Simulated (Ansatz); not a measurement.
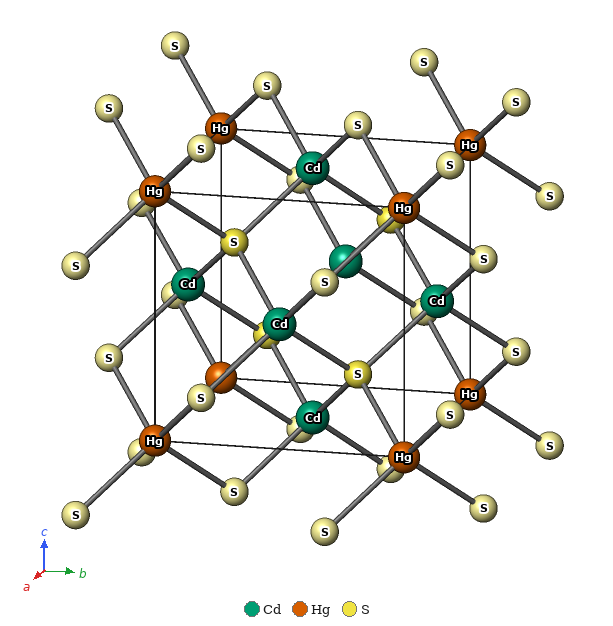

Shown here is a ball-and-stick view of the crystal, taken slightly off an axis. The conventional unit cell is outlined; an atom on or near a face, edge or corner is repeated at each equivalent position. Bonded neighbours in the next cells are drawn too, in fainter colours.

Cd$_{3}$HgS$_{4}$, space group P-43m (No. 215), a = 5.942 Å, b = 5.942 Å, c = 5.942 Å, α = 90.00°, β = 90.00°, γ = 90.00°. Starting structure: a structure type filled with these elements by a generator (whether the compound takes this form wasn't checked). Earlier steps of the study, as a rule a relaxation of our own, may have changed the cell and positions, so they can lie some per cent off the listed ones. It was the input of a calculation with Ansatz.

This one geometry was computed with Ansatz (DFT, plane waves, PAW) at three levels of theory: PBE with spin-orbit coupling, PBE and PBEsol.

> Which level gives the highest pressure at this volume, and what does that say about its equilibrium volume?

Highest: PBE with spin-orbit coupling (-0.2 GPa) and PBE (0.0 GPa), which points to the largest equilibrium volume. Lowest, with the smallest volume: PBEsol (-2.9 GPa). Levels within 0.5 GPa of each other can't be told apart.

> How does the band gap change with the level of theory?

PBEsol: a gap of 0.49 eV, direct; PBE with spin-orbit coupling: a gap of 0.61 eV, direct; PBE: a gap of 0.62 eV, direct.

> Collect the results in a table.

| level | cutoff (eV) | k-mesh of the run's cell | gap (eV) | pressure (GPa) |
| --- | --- | --- | --- | --- |
| PBE with spin-orbit coupling | 420 | 6×6×6 | 0.61 | -0.2 |
| PBE | 420 | 6×6×6 | 0.62 | 0.0 |
| PBEsol | 420 | 6×6×6 | 0.49 | -2.9 |

Gaps are taken on the k-mesh or band path of each run.
